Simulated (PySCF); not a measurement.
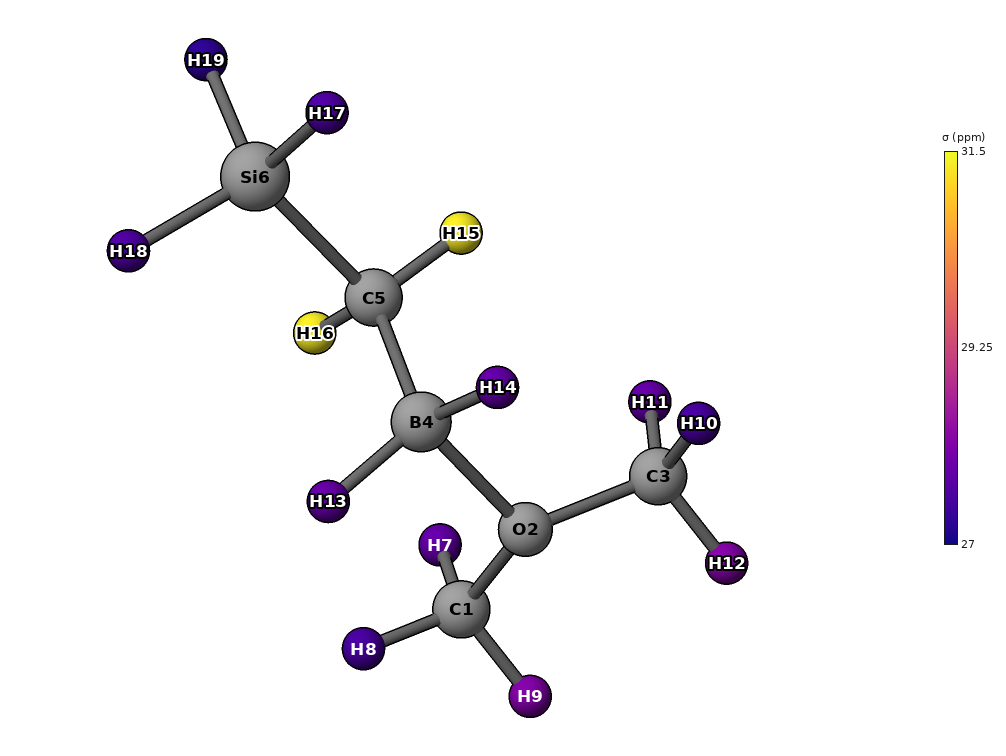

Atoms are coloured by their isotropic NMR shieldings (H only, the others grey). The geometry was computed by an optimisation with PBE0-D3(BJ)/def2-SVP. No frequency run is at hand to confirm it as a minimum. Properties computed with GIAO PBE0/aug-cc-pVDZ NMR shielding, non-relativistic, gas phase (PySCF 2.14.0).

Question: Which H atom is the most shielded (lowest chemical shift)?

Answer: H15, H16 (31.33 to 31.34 ppm).

Question: Which H atom is the least shielded (highest chemical shift)?

Answer: H19 (27.28 ppm).

Question: How wide is the range of H shifts?

Answer: 4.06 ppm.

Give the isotropic NMR shieldings of the H atoms atom by atom.

| atom | σ (ppm) |
| --- | --- |
| H7 | 27.84 |
| H8 | 27.53 |
| H9 | 28.19 |
| H10 | 27.54 |
| H11 | 27.84 |
| H12 | 28.20 |
| H13 | 27.85 |
| H14 | 27.84 |
| H15 | 31.33 |
| H16 | 31.34 |
| H17 | 27.61 |
| H18 | 27.61 |
| H19 | 27.28 |
